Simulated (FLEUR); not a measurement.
# GdN: one coupling from two orders, and a test

Can a spin model with one coupling foretell the energy of a further order of GdN?

Method: PBE with U = 6 eV on Gd f; all-electron FLAPW, Dirac cores, scalar-relativistic bands, in FLEUR MaX-R8.1.

The database entry behind the starting cell differs from later determinations by our own check (about 0.3 % long), so it need not match the best structure at ambient conditions.

### Step 1. Set-up

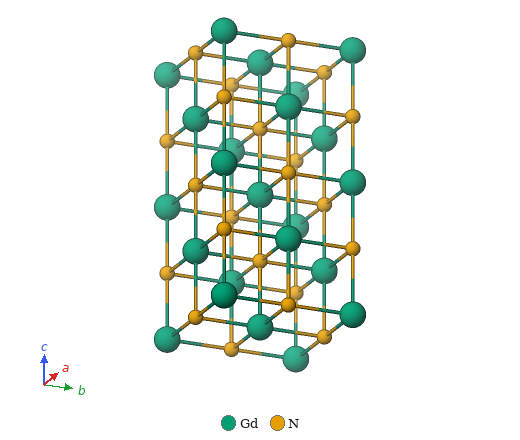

The starting structure, seen from a free direction (gadolinium teal, nitrogen orange). 1×1×2 cells are drawn. This picture shows the conventional cell, with its axes. Some periodic images of atoms are drawn too.

As a file:

```
Gd N
1.0
     0.00000    2.49950    2.49950
     2.49950    0.00000    2.49950
     2.49950    2.49950    0.00000
Gd N
1 1
Direct
  0.00000 0.00000 0.00000
  0.50000 0.50000 0.50000
```

### Step 2. The parallel order

All energies count from this run. A Hubbard U acts on the open shell, since semilocal functionals spread its electrons too much.

The file n_mmp_mat seeds the f occupations with whole cubic orbitals by Hund's first rule, so that the U acts from the first pass. inpgen writes inp.xml from crystal.txt; cutoffs, mixing, functional, smearing and local orbitals are then set in the file. The k list default-1 (kpts.xml, not shown) is a Γ-centred 8×8×8 mesh; where the ranks do not divide the number of points, some are split in two of half the weight.

inp.xml reads:

```
<?xml version="1.0" encoding="UTF-8" standalone="no"?>
<fleurInput fleurInputVersion="0.39">
   <comment>
      GdN
   </comment>
   <calculationSetup>
      <cutoffs Kmax="3.61" Gmax="10.8" GmaxXC="10.8" numbands="0"/>
      <scfLoop itmax="120" minDistance="0.0001" maxIterBroyd="15" imix="Anderson" alpha="0.05" precondParam="0.0" spinf="2.0" sdNocoIR="T"/>
      <coreElectrons ctail="T" frcor="F" kcrel="0" coretail_lmax="0"/>
      <xcFunctional name="pbe" relativisticCorrections="F"/>
      <magnetism jspins="2"/>
      <soc l_soc="F" theta="0.0" phi="0.0" spav="F"/>
      <expertModes spex="0" secvar="F"/>
      <geometryOptimization l_f="F" forcealpha="1.0" forcemix="BFGS" epsdisp="0.00001" epsforce="0.00001"/>
      <ldaU l_linMix="F" mixParam="0.05" spinf="1.0"/>
   </calculationSetup>
   <cell>
      <bzIntegration valenceElectrons="23.0" mode="hist" fermiSmearingEnergy="0.00183747">
         <kPointListSelection listName="default-1"/>
         <xi:include xmlns:xi="http://www.w3.org/2001/XInclude" href="kpts.xml"> </xi:include>
      </bzIntegration>
      <xi:include xmlns:xi="http://www.w3.org/2001/XInclude" href="sym.xml"> </xi:include>
      <bulkLattice scale="1.0">
         <bravaisMatrix>
            <row-1>    0.0000000000000000     4.7233704484376995     4.7233704484376995</row-1>
            <row-2>    4.7233704484376995     0.0000000000000000     4.7233704484376995</row-2>
            <row-3>    4.7233704484376995     4.7233704484376995     0.0000000000000000</row-3>
         </bravaisMatrix>
      </bulkLattice>
   </cell>
   <atomSpecies>
      <species name="Gadolinium7.000" element="Gd" atomicNumber="64">
         <mtSphere radius="2.8" gridPoints="925" logIncrement="0.014"/>
         <atomicCutoffs lmax="10" lnonsphr="8"/>
         <electronConfig flipSpins="F">
            <coreConfig>(1s1/2) (2s1/2) (2p1/2) (2p3/2) (3s1/2) (3p1/2) (3p3/2) (4s1/2) (3d3/2) (3d5/2) (4p1/2) (4p3/2) (4d3/2) (4d5/2)</coreConfig>
            <valenceConfig>(5s1/2) (5p1/2) (5p3/2) (6s1/2) (4f5/2) (4f7/2) (5d3/2) (5d5/2)</valenceConfig>
            <stateOccupation state="(4f5/2)" spinUp="2.5" spinDown="0.5"/>
            <stateOccupation state="(4f7/2)" spinUp="4.0" spinDown="0.0"/>
            <stateOccupation state="(5d3/2)" spinUp="0.4" spinDown="0.0"/>
            <stateOccupation state="(5d5/2)" spinUp="0.6" spinDown="0.0"/>
         </electronConfig>
         <energyParameters s="6" p="6" d="5" f="4"/>
         <ldaU l="3" U="6.0" J="0.0" l_amf="F"/>
         <lo type="SCLO" l="0" n="5" eDeriv="0"/>
         <lo type="SCLO" l="1" n="5" eDeriv="0"/>
      </species>
      <species name="Nitrogen (N)" element="N" atomicNumber="7">
         <mtSphere radius="1.66" gridPoints="549" logIncrement="0.019"/>
         <atomicCutoffs lmax="6" lnonsphr="4"/>
         <electronConfig flipSpins="F">
            <coreConfig>(1s1/2)</coreConfig>
            <valenceConfig>(2s1/2) (2p1/2) (2p3/2)</valenceConfig>
            <stateOccupation state="(2p1/2)" spinUp="0.500000" spinDown="0.500000"/>
            <stateOccupation state="(2p3/2)" spinUp="1.000000" spinDown="1.000000"/>
         </electronConfig>
         <energyParameters s="2" p="2" d="3" f="4"/>
      </species>
   </atomSpecies>
   <atomGroups>
      <atomGroup species="Gadolinium7.000">
         <relPos label="                   1">.0000000000 .0000000000 .0000000000</relPos>
         <force calculate="T" relaxXYZ="TTT"/>
      </atomGroup>
      <atomGroup species="Nitrogen (N)">
         <relPos label="                   2">1.000/2.000 1.000/2.000 1.000/2.000</relPos>
         <force calculate="T" relaxXYZ="TTT"/>
      </atomGroup>
   </atomGroups>
   <output dos="F" band="F" slice="F">
      <bandDOS minEnergy="-.5*Htr" maxEnergy="0.5*Htr" sigma="0.015" storeEVData="T"/>
      <plotting iplot="0" polar="F">
         <plot TwoD="T" vec1="  1.0  0.0  0.0" vec2="  0.0  1.0  0.0" vec3="  0.0  0.0  1.0" zero="  0.0  0.0  0.0" file="plot"/>
      </plotting>
      <moessbauerParams electricFieldGradient="F" isomerShift="F" coreHyperfine="F" valenceHyperfine="F"/>
   </output>
</fleurInput>
```

crystal.txt reads:

```
GdN
&input film=F cartesian=F /
0.00000000000  2.49950000000  2.49950000000
2.49950000000  0.00000000000  2.49950000000
2.49950000000  2.49950000000  0.00000000000
1.8897261246
1.0 1.0 1.0

2
64 0.00000000000  0.00000000000  0.00000000000 : 7.000
7 0.50000000000  0.50000000000  0.50000000000

&kpt div1=8 div2=8 div3=8 gamma=T /
```

Command:

```
$ OMP_NUM_THREADS=1 inpgen -f crystal.txt > inpgen.log  # inp.xml is then edited as shown
$ OMP_NUM_THREADS=1 mpirun -n 4 fleur_MPI > fleur.log
```

The program printed:

```text
Welcome to FLEUR        (www.flapw.de)
      MaX-Release 8.1          (www.max-centre.eu)

 ========== k-point set info ==========
 Selected k-point list: default-1
 k-point list type: mesh
 0 x 0 x 0
 Number of k points: 32

 [... set-up left out ...]
 Iteration:     1   Distance:      27.56748208 me/bohr^3
 Iteration:     2   Distance:      26.56445233 me/bohr^3
 Iteration:     3   Distance:      20.07140580 me/bohr^3
 Iteration:     4   Distance:      14.39425795 me/bohr^3
 Iteration:     5   Distance:       2.51741424 me/bohr^3
[...]
[... left out ...]
            <freeEnergy value="-11335.4183568642"/>
            <extrapolationTo0K value="-11335.4183414354"/>
         </totalEnergy>
         [... left out ...]
         <ldaUDensityMatrixConvergence>
            <distance spin="1" distance="0.000000"/>
            <distance spin="2" distance="0.000000"/>
         </ldaUDensityMatrixConvergence>
         <densityConvergence units="me/bohr^3">
            <chargeDensity spin="1" distance="0.0000262681"/>
            <chargeDensity spin="2" distance="0.0000254225"/>
            <overallChargeDensity distance="0.0000169844"/>
            <spinDensity distance="0.0000488279"/>
         </densityConvergence>
      </iteration>
```

Elapsed: 12 s, on 4 MPI ranks of Intel Xeon Platinum 8375C at 2.90GHz (Ice Lake), shared host; peak memory 0.25 GiB.

Spin moment in the muffin-tin sphere by atom:

| atom | spin moment in the muffin-tin sphere (μB) |
| --- | --- |
| Gd1 | 7.05 |
| N2 | -0.11 |

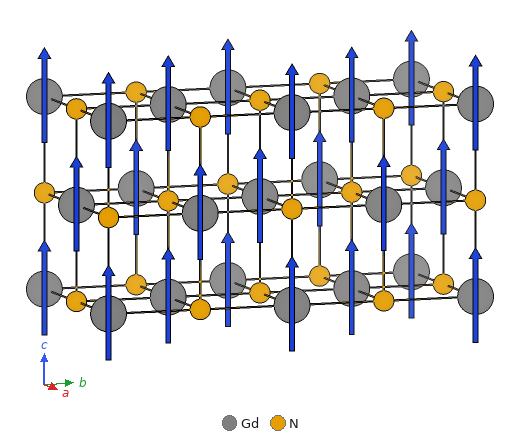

Spin moment in the muffin-tin sphere as arrows, the longest 7.05 μB. Up and down stand for the sign. Arrows give size and sign along the axis of quantisation, drawn up and down the page. 1×2×1 conventional cells are drawn. Some periodic images of atoms are drawn too.

Read from the output:

```
free energy                                                       : -308452.4472 eV
program's band gap on this mesh (in a metal only a level spacing) : 0.1917 eV
magnetization                                                     : 7.000 μB
final state                                                       : ferromagnetic, with opposed induced moments
```

After 18 cycles the largest moment stands at 7.05 μB.

### Step 3. The orders used for the fit

The other orders were run with the same settings, on meshes that hold the same points. Free energies are divided by the number of Gd atoms; q is in fractions of the reciprocal vectors of the first run's cell.

| order | atoms | mesh | free energy (eV) | eV per Gd | largest moment (μB) |
| --- | --- | --- | --- | --- | --- |
| F + | 2 | 8×8×8 | -308452.4472 | -308452.4472 | 7.05 |
| AF q=(0,1/2,1/2) +- | 4 | 8×4×8 | -616904.8794 | -308452.4397 | 7.03 |

### Step 4. Counting neighbours

With E = −Σ J e_i·e_j over ordered pairs of unit vectors, turning a neighbour from parallel to opposed costs 2J a Gd atom. So an order lies 2 Σ n J over the parallel one, n being the opposed neighbours in each shell.

| shell | distance (Å) | neighbours | opposed in AF q=(0,1/2,1/2) +- | opposed in AF q=(0,0,1/2) +- |
| --- | --- | --- | --- | --- |
| J1 | 3.53 | 12 | 8 | 6 |
| J2 | 5.00 | 6 | 0 | 6 |

Only J1 is kept.

### Step 5. Solving

```
2 × 8 × J1 = +7.4 meV    (AF q=(0,1/2,1/2) +-)
J1 = +0.46 meV
```

### Step 6. The test

The couplings now give the orders that were left out:

```
2 × 6 × (+0.46) = +5.5 meV    (AF q=(0,0,1/2) +-)
```

The runs themselves:

| order | atoms | mesh | free energy (eV) | eV per Gd | largest moment (μB) | over the parallel order (meV) | foretold (meV) |
| --- | --- | --- | --- | --- | --- | --- | --- |
| AF q=(0,0,1/2) +- | 4 | 8×8×4 | -616904.8863 | -308452.4432 | 7.05 | +4.0 | +5.5 |

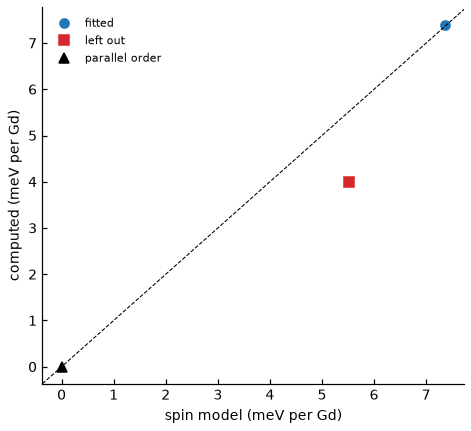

Computed energies of the orders against the model; the dashed line marks agreement.

### Step 7. One more shell

One try is to add the next shell, though changing moments can also cause the miss. Both differences then fix both couplings, and no order is left for a test.

```
2 × 8 × J1 = +7.4 meV    (AF q=(0,1/2,1/2) +-)
2 × 6 × J1 + 2 × 6 × J2 = +4.0 meV    (AF q=(0,0,1/2) +-)
J1 = +0.46 meV
J2 = -0.13 meV
```

### Step 8. Summary of results

| Item | Value |
| --- | --- |
| effective coupling of the reversed pairs, counted on J1 (Gd–Gd at 3.53 Å) | 0.46 meV |
| largest miss on the orders left out | 1.5 meV |
| J1 with two shells | 0.46 meV |
| J2 with two shells | -0.13 meV |

**Reading.** The model misses the order left out by 1.5 meV, 21 % of the largest distance from the parallel order, so it holds only roughly. With the next shell added the couplings are J1 = +0.46 and J2 = -0.13 meV, untested. The largest moments of the orders differ by 0.25 % of the greatest. One difference fixes one number: it sums all reversed shells and need not be the coupling of the nearest one, even in sign. The f shell is half filled, so the spin-only picture is fair.

[Logs and program files are shortened in this print: banners, set-up blocks, solver, clock and traceback lines can be left out without a mark of their own.]

[Logs are printed without paths, hosts, clocks, repeated set-up lines and the standing remarks that a program may print on its own settings, such as how far it seeks lower states.]

[Hosts, paths, dates, database ids (printed as entryN), source tags and the programs' standing remarks are cut or masked in the printed files.]

[Where a cell is said to come from a database of computed structures, the database is the Materials Project.]
